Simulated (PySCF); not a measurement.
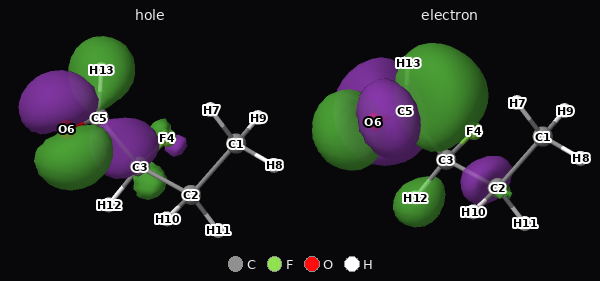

Figure 1: C4H7FO, SMILES `CCC(F)C=O`. Leading natural transition orbital pair of S₁ (TDA singlet states); the surfaces enclose about 85 % of each orbital's density.

Computed with PySCF, CAM-B3LYP/def2-SVP, geometry: GFN2-xTB. No frequency check shows the geometry to be a minimum. Without diffuse functions Rydberg states are missing, so the states' numbers hold for this basis only.

> Give its energy and the atoms that hole and electron lie on.

4.25 eV (292 nm), f = 0.000 (dark); the leading pair carries 100 %; hole on O6 (62 %), C5 (14 %) and H13 (10 %), electron on C5 (46 %), O6 (34 %) and C3 (6 %); their centroids lie 0.3 Å apart. In canonical orbitals it is mainly HOMO → LUMO (97 %). The HOMO–LUMO gap is 9.34 eV.
